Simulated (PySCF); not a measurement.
**CH₆Ge₂O: geometry, electronic excitations**

Aim: predict the electronic excitations of CH₆Ge₂O (`O=[C]([GeH3])[GeH3]`).

The runs use PySCF 2.14.0, with density-fitted response routines of our own; the level of theory stands in each step. All values are computed, except where a source is named. Atoms count from 0, in the outputs and in this text.

## 1. The molecule as given

10 atoms, charge 0, multiplicity 1; geometry from: GFN2-xTB. The atoms were then displaced at random by about 0.01 Å, so the start is not that level's minimum.

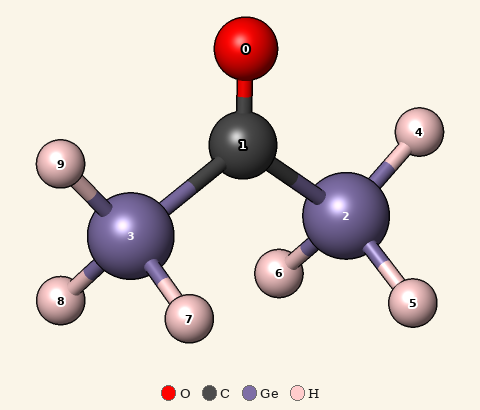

As it starts; oxygen red, carbon dark grey, germanium purple, hydrogen pink, atoms numbered.

## 2. Geometry optimisation at PBE0-D3(BJ)/def2-SVP

What the job is given:

```
{"job": {"xc": "PBE0", "basis": "def2-SVP", "d3": "d3bj", "grid": 1, "shake": 0.01, "kind": "geom"}, "charge": 0, "multiplicity": 1}
O      0.091300     2.022780     0.001340
C      0.022420     0.839470    -0.004690
Ge    -1.741190    -0.094430    -0.282310
Ge     1.743050    -0.207290     0.267830
H     -2.826760     0.891040    -0.464080
H     -1.656070    -0.991370    -1.468490
H     -2.010780    -0.981270     0.896050
H      2.027010    -1.033360    -0.944010
H      1.547060    -1.170320     1.424480
H      2.854390     0.703840     0.552840
```

Run with:

```bash
> OMP_NUM_THREADS=1 python probes_run.py task.json out
```

One launch serves the whole session: the jobs run in the order shown.

The program printed:

```text
step   0  E = -4269.62934801  max force = 0.033173
step   1  E = -4269.63501211  max force = 0.006863
step   2  E = -4269.63567985  max force = 0.001102
step   3  E = -4269.63569156  max force = 0.000459
step   4  E = -4269.63569586  max force = 0.000325
optimisation converged
```

It took 33 s on 1 thread of Arm Neoverse V1, shared host; peak memory 0.51 GiB.

Relaxation path:

```
step  energy from step 0 (eV)  largest force component (eV/Å)
   0                   0.0000                          1.7058
   1                  -0.1541                          0.3529
   2                  -0.1723                          0.0567
   3                  -0.1726                          0.0236
   4                  -0.1727                          0.0167
```

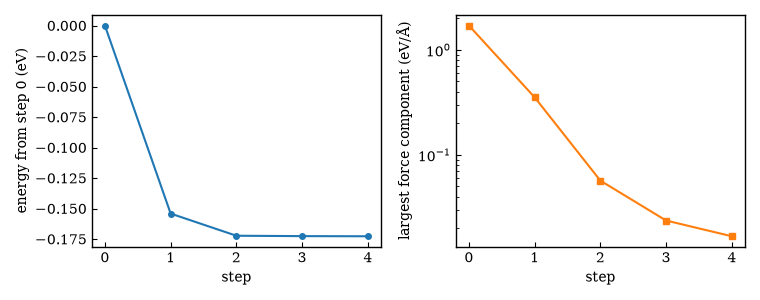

Energy and force, step by step.

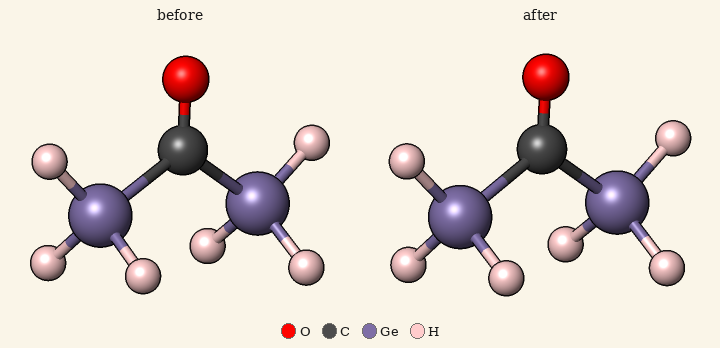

The geometry before (left) and after (right).

Close pairs (by a distance rule), those that changed most:

```
  bond  before (Å)  after (Å)  change (Å)
Ge3–H9       1.465      1.534      +0.069
Ge2–H4       1.477      1.535      +0.057
Ge2–H5       1.490      1.541      +0.051
Ge3–H7       1.494      1.541      +0.047
Ge2–H6       1.499      1.541      +0.042
Ge3–H8       1.518      1.541      +0.024
 O0–C1       1.185      1.203      +0.017
C1–Ge3       2.032      2.022      -0.010
```

The next job starts from the end point, and lists it.

```
                         at the end point                value
rotational constants (GHz, main isotopes)  5.558, 1.035, 0.892
                        dipole moment (D)                 1.64
```

## 3. Ultraviolet spectrum: PBE0/def2-TZVPD

What the job is given:

```
{"job": {"kind": "uv", "xc": "PBE0", "basis": "def2-TZVPD"}, "charge": 0, "multiplicity": 1}
O      0.219962     2.249687    -0.204284
C      0.162376     1.048432    -0.199867
Ge    -1.607330     0.113809    -0.483555
Ge     1.839598    -0.044621     0.086198
H     -2.713557     1.159454    -0.679618
H     -1.488832    -0.799262    -1.719006
H     -1.898334    -0.769065     0.745347
H      2.107001    -0.873069    -1.185120
H      1.608589    -1.017020     1.259529
H      3.014361     0.898117     0.378215
```

Level: TDDFT PBE0/def2-TZVPD, vertical, gas phase, core orbitals frozen in the response.

The program printed:

```text
coarse grid: 40024 points
cycle   1  E = -4270.1338771279  dE = -9.558e-01  |g| = 1.120e+00  |ddm| = 2.910e+00
cycle   2  E = -4269.5268281583  dE =  6.070e-01  |g| = 2.096e+00  |ddm| = 1.758e+00
cycle   3  E = -4270.2568680674  dE = -7.300e-01  |g| = 4.328e-01  |ddm| = 1.206e+00
cycle   4  E = -4270.2861515817  dE = -2.928e-02  |g| = 5.391e-02  |ddm| = 2.511e-01
cycle   5  E = -4270.2864398766  dE = -2.883e-04  |g| = 1.925e-02  |ddm| = 4.568e-02
cycle   6  E = -4270.2865292723  dE = -8.940e-05  |g| = 7.323e-03  |ddm| = 1.871e-02
cycle   7  E = -4270.2865417354  dE = -1.246e-05  |g| = 1.450e-03  |ddm| = 5.189e-03
cycle   8  E = -4270.2865422042  dE = -4.689e-07  |g| = 2.963e-04  |ddm| = 1.761e-03
final grid: 80728 points
cycle   9  E = -4270.2865255403  dE = -2.904e-08  |g| = 4.198e-04  |ddm| = 4.711e-03
cycle  10  E = -4270.2865254346  dE =  1.058e-07  |g| = 8.516e-04  |ddm| = 7.802e-04
cycle  11  E = -4270.2865255821  dE = -1.476e-07  |g| = 9.775e-05  |ddm| = 4.219e-04
cycle  12  E = -4270.2865255843  dE = -2.173e-09  |g| = 1.537e-05  |ddm| = 8.379e-05
cycle  13  E = -4270.2865255844  dE = -7.367e-11  |g| = 4.056e-06  |ddm| = 1.691e-05
converged SCF energy = -4270.2865255844

Static polarisability (au): isotropic 85.983, principal 67.176 81.350 109.423

Singlet excitations
state   eV       nm        f      main configurations
  1   2.7079    457.9   0.00000   H->L 0.99
  2   5.2872    234.5   0.02581   H->L+1 0.79, H->L+2 0.17
  3   5.5179    224.7   0.06633   H->L+3 0.65, H->L+2 0.34
  4   5.5869    221.9   0.35000   H->L+2 0.49, H->L+3 0.31, H->L+1 0.18
  5   6.3558    195.1   0.00022   H->L+4 0.75, H->L+5 0.22
  6   6.4213    193.1   0.00262   H->L+6 0.98
  7   6.4779    191.4   0.00005   H->L+7 0.98
  8   6.6367    186.8   0.03977   H->L+5 0.67, H-3->L 0.17, H->L+4 0.14
  9   6.6758    185.7   0.00000   H-1->L 0.97
 10   6.9783    177.7   0.10178   H-2->L 0.89

Triplet excitations (Tamm-Dancoff, eV): 2.0610 4.7877 5.2407 5.2953
```

Run time: 38 s. Hardware: 1 thread of Arm Neoverse V1, shared host; peak memory 0.93 GiB.

Frontier orbitals and where they lie:

```
orbital     eV                        atoms
 HOMO−3  -9.91  Ge2 20 %, Ge3 18 %, H5 12 %
 HOMO−2  -9.81  Ge3 22 %, Ge2 20 %, H7 15 %
 HOMO−1  -9.72  Ge3 22 %, Ge2 22 %, H9 18 %
   HOMO  -6.49   O0 38 %, C1 27 %, Ge3 12 %
   LUMO  -1.77   C1 40 %, O0 32 %, Ge3 10 %
 LUMO+1  -0.08  Ge2 23 %, Ge3 23 %, C1 16 %
 LUMO+2  -0.07   Ge3 23 %, Ge2 23 %, H4 8 %
```

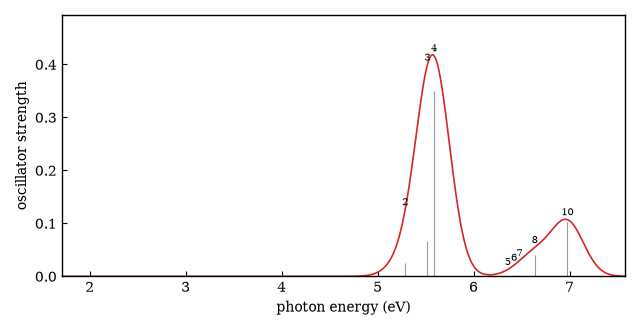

Absorption spectrum from the 10 singlet states computed; above the last one it falls off for lack of states. Lines are broadened to a width of 0.40 eV (Gaussian).

Ground-state properties from the same run:

```
           property  computed
  dipole moment (D)      1.77
polarisability (Å³)     12.74
 HOMO–LUMO gap (eV)      4.72
      −ε(HOMO) (eV)      6.49
```

## 4. Outcome

```
                                quantity                        value
    rotational constants (main isotopes)         5.56, 1.03, 0.89 GHz
        lowest singlet (PBE0/def2-TZVPD)  2.71 eV (458 nm), f = 0.000
brightest single state of those computed  state 4, 5.59 eV, f = 0.350
                          lowest triplet                      2.06 eV
```

What this shows: The start of the PBE0/def2-SVP relaxation was shaken at random by about 0.01 Å, so part of the energy gained, and of the first lengths quoted, undoes that. Relaxing lowered the energy by 0.173 eV in 4 steps; the close pair that moved most is Ge3–H9, from 1.465 to 1.534 Å. No frequency check was run at this level, so the end point may be a saddle. The first singlet state (HOMO→LUMO 0.99) lies at 2.71 eV and is dark; of the 10 states computed, the strongest absorption comes from state 4 at 5.59 eV. The lowest triplet lies 0.65 eV below the lowest singlet (triplets in Tamm-Dancoff, singlets in full TDDFT).
